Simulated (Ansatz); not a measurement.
## Run report: AlPH$_{4}$F$_{2}$, geometry relaxation (part 1 of 2)

The run: geometry relaxation of AlPH$_{4}$F$_{2}$. Method and program: RHF/def2-SVP (Ansatz 0.2.0).

It belongs to a series of runs on one base structure; here: end point B relaxed.

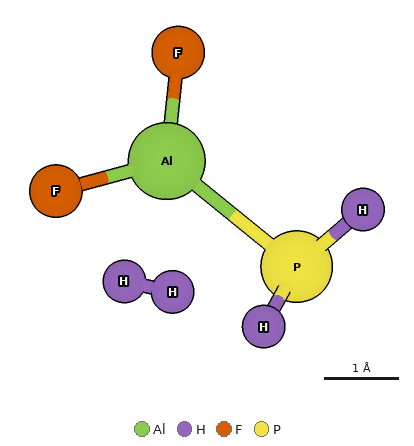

**Figure 1.** The input geometry (ball-and-stick view, seen at a tilt). Sticks mark near contacts.

Input file:
```yaml
crystal:
  periodic: [false, false, false]
  atoms:
    - { symbol: Al, position_ang: [0.00674, -0.627216, -0.357769] }
    - { symbol: H, position_ang: [0.165073, 0.245513, 2.257188] }
    - { symbol: F, position_ang: [1.35757, 0.287242, -0.552292] }
    - { symbol: F, position_ang: [-1.394016, 0.035517, -0.898788] }
    - { symbol: P, position_ang: [-0.000488, -2.62628, 0.75497] }
    - { symbol: H, position_ang: [-0.566338, -3.452022, -0.238359] }
    - { symbol: H, position_ang: [1.348319, -2.985978, 0.541929] }
    - { symbol: H, position_ang: [0.03084, -0.454675, 2.249121] }
basis:
  gaussian: { orbitals: def2-SVP }
hamiltonian:
  xc: hf
relax:
  f_tol: 0.03
  max_steps: 50
output:
  orbitals: {}
```

Run on 1 thread of Arm Neoverse V1, 24 GiB of memory available, shared host.

Run as:
```bash
ansatz run input.yaml --threads 1 --pin off --max-ram 2048MiB --backend cpu --events-out ev --progress --plain --runs-dir out
```

The program's output:
```
The last accepted step is kept in [file] (removed where the run ends without a failure and the disk answers)
Engine: ansatz 0.2.0, aarch64-unknown-linux-gnu
Functional definition: HF
  exchange = exact_x
  correlation = 0
829 factors; integrals over basis functions are off by at most 5.8e-4 eV
mean field evaluation 1: about -21320.6496 eV, gradient 3.9e1 eV
mean field evaluation 2: about -21320.6812 eV, gradient 3.9e1 eV
mean field evaluation 4: about -21323.9059 eV, gradient 2.2e0 eV
mean field evaluation 8: about -21323.9472 eV, gradient 1.2e-1 eV
mean field -21323.94734673 eV, -783.6406111015 hartree, gradient 2.9e-5 eV, S^2 0.000000; 0 other end points of the search recorded, 0 dependent functions left out
the calculation of the forces begins
reference -21323.94734673 eV, -783.6406111015 hartree; 25, 25 occupied and 59, 59 virtual orbitals, 829 factors
relax step   1: F+E_penalty+E_count = -21323.94734673 eV  Δ(F+E_penalty+E_count) = +0.000e0 eV  max|allowed force component| = 1.559e0 eV/Å  Δτ_max = 0.0000 Å  (34 SCF iters, accepted)
these checks for a lower state are left out or cut short: starts, cluster_reference, orbital_swaps, neighbouring_geometries, increment
829 factors; integrals over basis functions are off by at most 3.5e-4 eV
mean field evaluation 16: about -21324.0548 eV, gradient 3.0e-4 eV
mean field -21324.05476645 eV, -783.6445587036 hartree, gradient 6.3e-5 eV, S^2 0.000000; 0 other end points of the search recorded, 0 dependent functions left out
[... from here on the field's lines of each further geometry are left out, up to the last ...]
relax step   2: F+E_penalty+E_count = -21324.05476645 eV  Δ(F+E_penalty+E_count) = -1.074e-1 eV  max|allowed force component| = 4.380e-1 eV/Å  Δτ_max = 0.1914 Å  (32 SCF iters, accepted)
relax step   3: F+E_penalty+E_count = -21324.07524567 eV  Δ(F+E_penalty+E_count) = -2.048e-2 eV  max|allowed force component| = 3.533e-1 eV/Å  Δτ_max = 0.1933 Å  (30 SCF iters, accepted)
relax step   4: F+E_penalty+E_count = -21324.09784487 eV  Δ(F+E_penalty+E_count) = -2.260e-2 eV  max|allowed force component| = 4.699e-1 eV/Å  Δτ_max = 0.1541 Å  (31 SCF iters, accepted)
relax step   5: F+E_penalty+E_count = -21324.10120501 eV  Δ(F+E_penalty+E_count) = -3.360e-3 eV  max|allowed force component| = 4.614e-1 eV/Å  Δτ_max = 0.0454 Å  (32 SCF iters, accepted)
relax step   6: F+E_penalty+E_count = -21324.10888133 eV  Δ(F+E_penalty+E_count) = -7.676e-3 eV  max|allowed force component| = 1.459e-1 eV/Å  Δτ_max = 0.0734 Å  (30 SCF iters, accepted)
relax step   7: F+E_penalty+E_count = -21324.11114209 eV  Δ(F+E_penalty+E_count) = -2.261e-3 eV  max|allowed force component| = 1.304e-1 eV/Å  Δτ_max = 0.0623 Å  (31 SCF iters, accepted)
relax step   8: F+E_penalty+E_count = -21324.11288150 eV  Δ(F+E_penalty+E_count) = -1.739e-3 eV  max|allowed force component| = 1.513e-1 eV/Å  Δτ_max = 0.0290 Å  (33 SCF iters, accepted)
relax step   9: F+E_penalty+E_count = -21324.11640456 eV  Δ(F+E_penalty+E_count) = -3.523e-3 eV  max|allowed force component| = 1.793e-1 eV/Å  Δτ_max = 0.0713 Å  (32 SCF iters, accepted)
relax step  10: F+E_penalty+E_count = -21324.11934011 eV  Δ(F+E_penalty+E_count) = -2.936e-3 eV  max|allowed force component| = 1.516e-1 eV/Å  Δτ_max = 0.0680 Å  (31 SCF iters, accepted)
relax step  11: F+E_penalty+E_count = -21324.10736956 eV  Δ(F+E_penalty+E_count) = +1.197e-2 eV  max|allowed force component| = 3.170e-1 eV/Å  Δτ_max = 0.1980 Å  (31 SCF iters, rejected (line search))
relax step  12: F+E_penalty+E_count = -21324.12324532 eV  Δ(F+E_penalty+E_count) = -3.905e-3 eV  max|allowed force component| = 1.066e-1 eV/Å  Δτ_max = 0.0980 Å  (31 SCF iters, accepted)
relax step  13: F+E_penalty+E_count = -21324.12619636 eV  Δ(F+E_penalty+E_count) = -2.951e-3 eV  max|allowed force component| = 1.194e-1 eV/Å  Δτ_max = 0.0976 Å  (32 SCF iters, accepted)
relax step  14: F+E_penalty+E_count = -21324.12817484 eV  Δ(F+E_penalty+E_count) = -1.978e-3 eV  max|allowed force component| = 1.207e-1 eV/Å  Δτ_max = 0.0665 Å  (32 SCF iters, accepted)
relax step  15: F+E_penalty+E_count = -21324.13082924 eV  Δ(F+E_penalty+E_count) = -2.654e-3 eV  max|allowed force component| = 1.419e-1 eV/Å  Δτ_max = 0.0830 Å  (32 SCF iters, accepted)
relax step  16: F+E_penalty+E_count = -21324.13322005 eV  Δ(F+E_penalty+E_count) = -2.391e-3 eV  max|allowed force component| = 2.198e-1 eV/Å  Δτ_max = 0.1156 Å  (32 SCF iters, accepted)
relax step  17: F+E_penalty+E_count = -21324.13586086 eV  Δ(F+E_penalty+E_count) = -2.641e-3 eV  max|allowed force component| = 2.066e-1 eV/Å  Δτ_max = 0.1374 Å  (31 SCF iters, accepted)
relax step  18: F+E_penalty+E_count = -21324.13738050 eV  Δ(F+E_penalty+E_count) = -1.520e-3 eV  max|allowed force component| = 2.078e-1 eV/Å  Δτ_max = 0.0560 Å  (32 SCF iters, accepted)
relax step  19: F+E_penalty+E_count = -21324.13599868 eV  Δ(F+E_penalty+E_count) = +1.382e-3 eV  max|allowed force component| = 9.651e-2 eV/Å  Δτ_max = 0.0772 Å  (30 SCF iters, rejected (line search))
relax step  20: F+E_penalty+E_count = -21324.13742483 eV  Δ(F+E_penalty+E_count) = -4.432e-5 eV  max|allowed force component| = 1.193e-1 eV/Å  Δτ_max = 0.0374 Å  (32 SCF iters, accepted)
relax step  21: F+E_penalty+E_count = -21324.13928611 eV  Δ(F+E_penalty+E_count) = -1.861e-3 eV  max|allowed force component| = 3.543e-2 eV/Å  Δτ_max = 0.0455 Å  (32 SCF iters, accepted)
relax step  22: F+E_penalty+E_count = -21324.13960158 eV  Δ(F+E_penalty+E_count) = -3.155e-4 eV  max|allowed force component| = 6.253e-2 eV/Å  Δτ_max = 0.0262 Å  (33 SCF iters, accepted)
the calculation of the forces begins
reference -21324.14000744 eV, -783.6476912520 hartree; 25, 25 occupied and 59, 59 virtual orbitals, 829 factors
relax step  23: F+E_penalty+E_count = -21324.14000744 eV  Δ(F+E_penalty+E_count) = -4.059e-4 eV  max|allowed force component| = 2.223e-2 eV/Å  Δτ_max = 0.0450 Å  (32 SCF iters, accepted)
```

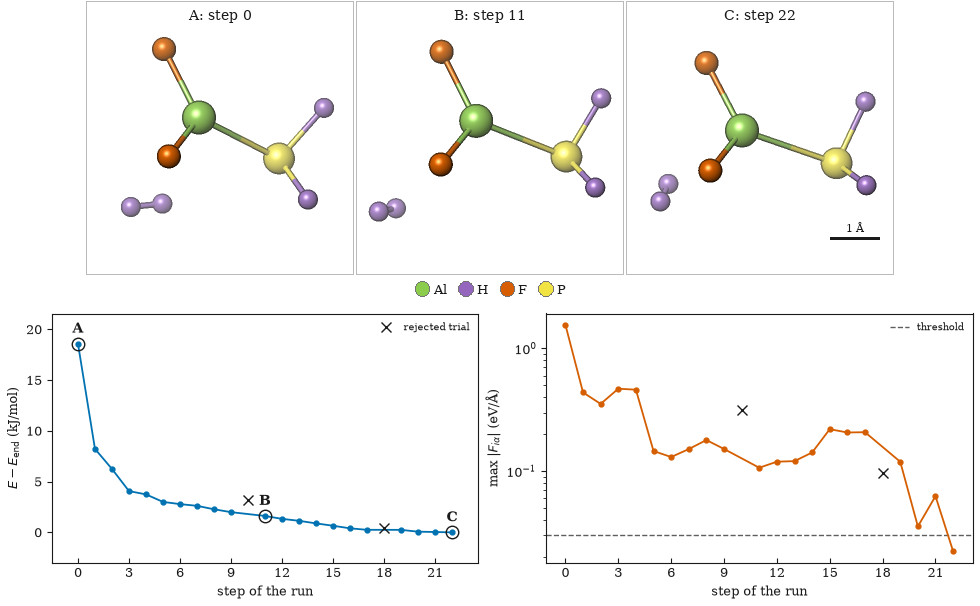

**Figure 2.** Frames of the relaxation (ball-and-stick view, seen at a tilt) above the curves, on which the letters mark them (the first geometry is step 0 here and step 1 in the log).

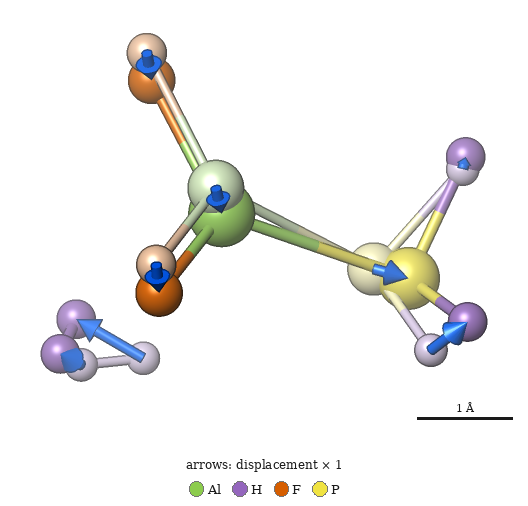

**Figure 3.** Start (faint) and end (solid) with the displacements as blue arrows, at true length (ball-and-stick view, seen at a tilt). The two geometries are laid on each other by the best rigid fit. After 22 geometry steps the energy has fallen by 18.6 kJ/mol. Largest force component: 1.6 eV/Å at the start, 0.022 eV/Å at the end. The line search rejected the trial steps at points 10, 18 (counted from 0) and went back. H8 moves most after the best rigid fit: 0.82 Å. By element the largest moves are H 0.82 Å, P 0.39 Å, F 0.39 Å, Al 0.34 Å. Among the contacts that change: H2–H8 0.713 → 0.747 Å, Al1–P5 2.288 → 2.316 Å, Al1–F3 1.643 → 1.648 Å. Among the angles that change: Al1–P5–H6 99.8° → 95.8°, Al1–P5–H7 98.4° → 95.8°. (Atoms are counted from 1 in the order of the input.)

```
829 factors; integrals over basis functions are off by at most 5.6e-4 eV
mean field -21324.14000744 eV, -783.6476912520 hartree, gradient 6.4e-5 eV, S^2 0.000000; 1 other end points of the search recorded, 0 dependent functions left out
the calculation of the forces begins
reference -21324.14000744 eV, -783.6476912520 hartree; 25, 25 occupied and 59, 59 virtual orbitals, 829 factors
Total energy: -21324.14000744 eV, -783.6476912520 hartree
Atom 0 at     0.079855    -0.740599    -0.039526 Å, force     0.018479    -0.002335    -0.006815 eV/Å
Atom 1 at     0.271998     0.500726     2.066101 Å, force     0.011136     0.013019     0.000623 eV/Å
Atom 2 at     1.435278     0.187036    -0.176334 Å, force    -0.001441    -0.005455    -0.004293 eV/Å
Atom 3 at    -1.347832    -0.060303    -0.494245 Å, force    -0.009031     0.008658     0.009963 eV/Å
Atom 4 at     0.184278    -2.958215     0.619830 Å, force     0.002949     0.002361     0.003960 eV/Å
Atom 5 at    -0.680092    -3.446509    -0.385311 Å, force    -0.000896    -0.001974    -0.003350 eV/Å
Atom 6 at     1.395176    -3.249357    -0.047102 Å, force     0.001033    -0.006856    -0.001756 eV/Å
Atom 7 at    -0.390961     0.189323     2.212587 Å, force    -0.022228    -0.007418     0.001667 eV/Å
Dipole moment:     0.036854    -0.221192     0.093349 e Å
```

Trajectory as extended XYZ (Å, eV, eV/Å), 23 frames, from step=1 to step=23:
```
8
Properties=species:S:1:pos:R:3:forces:R:3 step=1 energy=-21323.94735
Al    0.0067   -0.6272   -0.3578    0.0440   0.2257  -0.0494
H     0.1651    0.2455    2.2572    0.3038   1.5592   0.0417
F     1.3576    0.2872   -0.5523    0.0689  -0.0060  -0.0170
F    -1.3940    0.0355   -0.8988   -0.1055   0.0074  -0.0531
P    -0.0005   -2.6263    0.7550   -0.0237  -0.6143  -0.0202
H    -0.5663   -3.4520   -0.2384    0.0035  -0.0034  -0.0573
H     1.3483   -2.9860    0.5419    0.0002   0.0291  -0.0315
H     0.0308   -0.4547    2.2491   -0.2913  -1.1977   0.1870
8
Properties=species:S:1:pos:R:3:forces:R:3 step=2 energy=-21324.05477
Al    0.0032   -0.6518   -0.3554   -0.0208  -0.0602   0.0060
H     0.1918    0.3798    2.2875   -0.0676  -0.2661   0.0720
F     1.3580    0.2598   -0.5451    0.0305  -0.0253   0.0277
F    -1.3954    0.0141   -0.9031   -0.0542   0.0061  -0.0141
P    -0.0071   -2.7111    0.7020    0.0271  -0.0532   0.0710
H    -0.5617   -3.5056   -0.3210    0.0495   0.0149  -0.1046
H     1.3545   -3.0194    0.4882   -0.0338  -0.0543  -0.0674
H     0.0045   -0.3438    2.4029    0.0693   0.4380   0.0094
8
Properties=species:S:1:pos:R:3:forces:R:3 step=3 energy=-21324.07525
Al    0.0045   -0.7248   -0.4148   -0.0031   0.3533   0.3055
H     0.2028    0.5243    2.3675    0.0337   0.0819  -0.0296
F     1.3466    0.2308   -0.4828   -0.0712  -0.1620  -0.1044
F    -1.4042   -0.0048   -0.8711    0.0595  -0.1234  -0.1147
P    -0.0006   -2.7787    0.6414    0.0379  -0.0698  -0.0098
H    -0.5489   -3.5499   -0.4032    0.0021  -0.0280  -0.0588
H     1.3569   -3.0971    0.4184   -0.0184  -0.0252  -0.0510
H    -0.0093   -0.1776    2.5006   -0.0404  -0.0267   0.0628
8
Properties=species:S:1:pos:R:3:forces:R:3 step=4 energy=-21324.09785
Al   -0.0060   -0.7365   -0.3868    0.0556   0.4699  -0.2340
H     0.2136    0.5780    2.4717    0.0073   0.0048  -0.0149
F     1.3496    0.1988   -0.5607   -0.2796  -0.2571   0.0941
F    -1.3991   -0.0574   -0.9652    0.2393  -0.1997   0.1421
P     0.0042   -2.8079    0.6362    0.0297  -0.0706   0.0425
H    -0.5503   -3.5267   -0.4449   -0.0226   0.0074  -0.0250
H     1.3568   -3.1145    0.3664   -0.0183   0.0171  -0.0186
H    -0.0212   -0.1116    2.6393   -0.0113   0.0282   0.0139
8
Properties=species:S:1:pos:R:3:forces:R:3 step=5 energy=-21324.10120
Al   -0.0060   -0.7488   -0.3947    0.0661   0.4614  -0.1396
H     0.2254    0.6033    2.4738   -0.0265  -0.0903   0.0124
F     1.3448    0.1982   -0.5372   -0.2711  -0.2593   0.0625
F    -1.4004   -0.0697   -0.9666    0.2139  -0.1856   0.1033
P     0.0043   -2.8229    0.6248    0.0291  -0.0531   0.0054
H    -0.5506   -3.5347   -0.4614   -0.0210   0.0016  -0.0121
H     1.3564   -3.1270    0.3500   -0.0132   0.0099  -0.0143
H    -0.0262   -0.0764    2.6674    0.0226   0.1154  -0.0177
8
Properties=species:S:1:pos:R:3:forces:R:3 step=6 energy=-21324.10888
Al    0.0044   -0.7483   -0.3872    0.0907   0.1371   0.0157
H     0.2552    0.6066    2.4578    0.0385   0.0729  -0.0316
F     1.3360    0.2208   -0.4823   -0.1459  -0.1281   0.0228
F    -1.3964   -0.1377   -0.9939    0.0102   0.0181  -0.0169
P     0.0100   -2.8275    0.6215    0.0360  -0.0096   0.0098
H    -0.5776   -3.5151   -0.4633   -0.0031  -0.0091  -0.0123
H     1.3524   -3.1375    0.3136    0.0157  -0.0341  -0.0126
H    -0.0363   -0.0391    2.6897   -0.0420  -0.0472   0.0252
8
Properties=species:S:1:pos:R:3:forces:R:3 step=7 energy=-21324.11114
Al    0.0049   -0.7563   -0.3849    0.1154   0.0430   0.0640
H     0.2774    0.6318    2.4603   -0.0368  -0.0807   0.0300
F     1.3278    0.2252   -0.4455   -0.1304  -0.0895   0.0052
F    -1.3958   -0.1719   -1.0121   -0.0270   0.0686  -0.0434
P     0.0168   -2.8430    0.6102    0.0327  -0.0198  -0.0277
H    -0.5876   -3.5134   -0.4778    0.0002  -0.0018   0.0155
H     1.3524   -3.1609    0.2803    0.0125  -0.0204  -0.0030
H    -0.0483    0.0105    2.7256    0.0333   0.1005  -0.0405
8
Properties=species:S:1:pos:R:3:forces:R:3 step=8 energy=-21324.11288
Al    0.0037   -0.7617   -0.3802    0.0589   0.0430   0.0479
H     0.2817    0.6470    2.4593   -0.0696  -0.1352   0.0542
F     1.3267    0.2191   -0.4277   -0.1109  -0.0699  -0.0001
F    -1.3949   -0.1702   -1.0103    0.0251   0.0363  -0.0144
P     0.0243   -2.8547    0.6045    0.0338  -0.0263  -0.0550
H    -0.5912   -3.5205   -0.4810   -0.0004   0.0068   0.0287
H     1.3563   -3.1728    0.2571   -0.0027  -0.0059   0.0053
H    -0.0590    0.0359    2.7344    0.0657   0.1513  -0.0667
```
